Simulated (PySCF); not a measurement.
# HNO3 (peroxynitrous acid) at SVWN5/6-311+G(d,p)

What is the energy change on altering one bond length of HNO3 (peroxynitrous acid) at SVWN5/6-311+G**? The job is set up through a Python script.

The results are computed with PySCF 2.14.0.

1 further run of the same task is left out (set aside as unsound or not needed).

**1. The molecule**

The species is HNO3 (5 atoms), meant as a singlet with charge 0. SMILES: `O=NOO`. The coordinates come from a PBE0-D4/def2-TZVP relaxation. This is one conformer, not always the lowest.

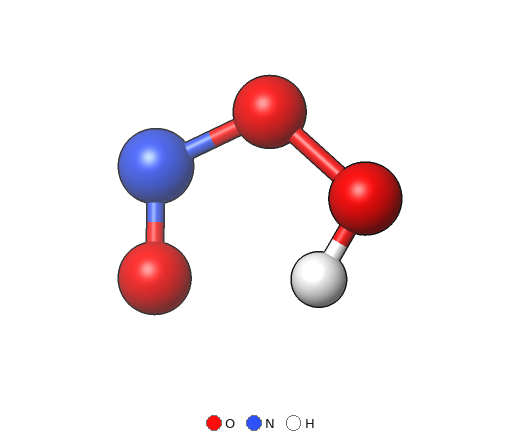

Viewed from a chosen angle; oxygen red, nitrogen blue, hydrogen white.

**2. The energy at SVWN5/6-311+G(d,p)**

input.xyz reads:

```xyz
5

O      0.136350    -0.835310     0.979060
N     -0.871770    -0.628300     0.400790
O     -0.775090     0.288530    -0.589000
O      0.508600     0.826880    -0.747550
H      1.001920     0.348200    -0.043280
```

input.py reads:

```python
# peroxynitrous acid
from pyscf import gto, dft

mol = gto.M(
    atom='input.xyz',
    verbose=4,
    basis='6-311+g**',
    max_memory=1860,
)

calc0 = dft.RKS(mol)
calc0.xc = 'svwn'
calc0.grids.level = 5
calc0.conv_tol = 1e-10
calc0.kernel()
if not calc0.converged:
    calc0 = calc0.newton().run(calc0.mo_coeff, calc0.mo_occ)

e_tot = calc0.e_tot
print('Final energy', e_tot)
```

Command:

```
$ OMP_NUM_THREADS=1 python input.py
```

Output:

```text
PySCF version 2.14.0

[INPUT] num. atoms = 5
[INPUT] num. electrons = 32
[INPUT] charge = 0
[INPUT] spin (= nelec alpha-beta = 2S) = 0
[INPUT] symmetry False subgroup None
[INPUT] Mole.unit = angstrom
[INPUT] Symbol           X                Y                Z      unit          X                Y                Z       unit  Magmom
[INPUT]  1 O      0.136350000000  -0.835310000000   0.979060000000 AA    0.257664157084  -1.578507129110   1.850155259517 Bohr   0.0
[INPUT]  2 N     -0.871770000000  -0.628300000000   0.400790000000 AA   -1.647406543612  -1.187314924064   0.757383333464 Bohr   0.0
[INPUT]  3 O     -0.775090000000   0.288530000000  -0.589000000000 AA   -1.464707821889   0.545242678721  -1.113048687369 Bohr   0.0
[INPUT]  4 O      0.508600000000   0.826880000000  -0.747550000000 AA    0.961114706954   1.562576737880  -1.412664764419 Bohr   0.0
[INPUT]  5 H      1.001920000000   0.348200000000  -0.043280000000 AA    1.893354398724   0.658002636574  -0.081787346671 Bohr   0.0

nuclear repulsion = 124.505206417119
number of shells = 44
number of NR pGTOs = 148
number of NR cGTOs = 94
basis = 6-311+g**
ecp = {}

******** <class 'pyscf.dft.rks.RKS'> ********
method = RKS
initial guess = minao
damping factor = 0
level_shift factor = 0
DIIS = <class 'pyscf.scf.diis.CDIIS'>
diis_start_cycle = 1
diis_space = 8
diis_damp = 0
SCF conv_tol = 1e-10
SCF conv_tol_grad = None
SCF max_cycles = 50
direct_scf = True
direct_scf_tol = 1e-13
XC library pyscf.dft.libxc version 7.0.0
    S. Lehtola, C. Steigemann, M. J.T. Oliveira, and M. A.L. Marques.,  SoftwareX 7, 1–5 (2018)
XC functionals = svwn
    P. A. M. Dirac.,  Math. Proc. Cambridge Philos. Soc. 26, 376 (1930)
    F. Bloch.,  Z. Phys. 57, 545 (1929)
    S. H. Vosko, L. Wilk, and M. Nusair.,  Can. J. Phys. 58, 1200 (1980)
radial grids:
    Treutler-Ahlrichs [JCP 102, 346 (1995); DOI:10.1063/1.469408] (M4) radial grids

becke partition: Becke, JCP 88, 2547 (1988); DOI:10.1063/1.454033
pruning grids: <function nwchem_prune>
grids dens level: 5
symmetrized grids: False
atomic radii adjust function: <function treutler_atomic_radii_adjust>
small_rho_cutoff = 0
Set gradient conv threshold to 1e-05
Initial guess from minao.
tot grids = 194592
init E= -279.587530681552
  HOMO = -0.296599732838062  LUMO = -0.124319465047636  gap/eV = 4.68798
cycle= 1 E= -278.768876423138  delta_E= 0.819  |g|= 0.965  |ddm|= 2.13
  HOMO = -0.204400531802634  LUMO = -0.14572325816092  gap/eV = 1.59669
cycle= 2 E= -277.242189124516  delta_E= 1.53  |g|= 2.99  |ddm|= 2.23
  HOMO = -0.259194401223522  LUMO = -0.120591306699258  gap/eV = 3.77158
cycle= 3 E= -278.863630455046  delta_E= -1.62  |g|= 0.586  |ddm|= 1.81
  HOMO = -0.27583696399792  LUMO = -0.157149139048769  gap/eV = 3.22966
cycle= 4 E= -278.895060838529  delta_E= -0.0314  |g|= 0.429  |ddm|= 0.652
  HOMO = -0.292175865693135  LUMO = -0.152672815442621  gap/eV = 3.79607
cycle= 5 E= -278.914819418229  delta_E= -0.0198  |g|= 0.297  |ddm|= 0.407
  HOMO = -0.289798780501672  LUMO = -0.154965751014515  gap/eV = 3.66899
cycle= 6 E= -278.930512249594  delta_E= -0.0157  |g|= 0.0673  |ddm|= 0.201
  HOMO = -0.288392357716518  LUMO = -0.150296686572048  gap/eV = 3.75777
cycle= 7 E= -278.931427369739  delta_E= -0.000915  |g|= 0.0101  |ddm|= 0.0485
  HOMO = -0.28973648238584  LUMO = -0.151487427965407  gap/eV = 3.76195
cycle= 8 E= -278.931444503398  delta_E= -1.71e-05  |g|= 0.00303  |ddm|= 0.00764
  HOMO = -0.289417779861594  LUMO = -0.151036715091436  gap/eV = 3.76554
cycle= 9 E= -278.931446168032  delta_E= -1.66e-06  |g|= 0.000492  |ddm|= 0.0025
  HOMO = -0.289433475025404  LUMO = -0.151050944593202  gap/eV = 3.76558
cycle= 10 E= -278.931446212623  delta_E= -4.46e-08  |g|= 7.88e-05  |ddm|= 0.000423
  HOMO = -0.289432974895615  LUMO = -0.15104978961417  gap/eV = 3.76560
cycle= 11 E= -278.93144621369  delta_E= -1.07e-09  |g|= 1.54e-05  |ddm|= 6.94e-05
  HOMO = -0.289432597978265  LUMO = -0.151049908855796  gap/eV = 3.76558
cycle= 12 E= -278.931446213734  delta_E= -4.42e-11  |g|= 2.13e-06  |ddm|= 1.07e-05
  HOMO = -0.28943217491331  LUMO = -0.151050080892247  gap/eV = 3.76557
Extra cycle  E= -278.931446213718  delta_E= 1.65e-11  |g|= 9.14e-06  |ddm|= 7.66e-06
converged SCF energy = -278.931446213718
Final energy -278.9314462137176
```

Wall time 10 s (1 thread of Arm Neoverse V1, shared host); peak memory 0.3 GiB.

**3. The distorted shape**

calc.py reads:

```python
from pyscf import gto, dft

mol = gto.M(
    atom='''
O   -0.505486  -1.104481   1.058334
N   -1.513606  -0.897471   0.480064
O   -1.416926   0.019359  -0.509726
O    0.508600   0.826880  -0.747550
H    1.001920   0.348200  -0.043280
''',
    charge=0,
    max_memory=1860,
    spin=0,
    basis='6-311+g**',
    verbose=3,
)

calc0 = dft.RKS(mol, xc='svwn')
calc0.conv_tol = 1e-10
calc0.grids.level = 5
calc0.kernel()
if not calc0.converged:
    calc0 = calc0.newton().run(calc0.mo_coeff, calc0.mo_occ)

e_final = calc0.e_tot
print('E = %.10f Eh' % e_final)
```

Command:

```
$ OMP_NUM_THREADS=1 python calc.py
```

Output:

```text
converged SCF energy = -278.873901742692
E = -278.8739017427 Eh
```

Run time: 13 s. Hardware: 1 thread of Arm Neoverse V1, shared host; peak memory 0.3 GiB.

**4. Summary of results**

At SVWN5/6-311+G**:

| quantity | value |
| --- | --- |
| first shape: total energy | -278.93145 Eh |
| first shape: dipole moment | 0.96 D |
| first shape: HOMO energy | -7.88 eV |
| first shape: LUMO energy | -4.11 eV |
| first shape: HOMO–LUMO gap | 3.77 eV |
| distorted shape: total energy | -278.87390 Eh |
| distorted shape: dipole moment | 2.07 D |
| distorted shape: HOMO energy | -7.70 eV |
| distorted shape: LUMO energy | -7.02 eV |
| distorted shape: HOMO–LUMO gap | 0.68 eV |
| energy change with the O3–O4 bond stretched from 1.401 to 2.101 Å | 1.566 eV |

**Reading.** One bond (distorted shape) is far stretched, which a spin-restricted single reference describes badly; a broken-symmetry solution may lie lower. With the O3–O4 bond stretched from 1.401 to 2.101 Å the energy rises by 1.57 eV (151 kJ/mol). The first shape isn't relaxed at this level, so the change isn't measured from a minimum. A restricted reference can't describe the breaking bond well at this length.
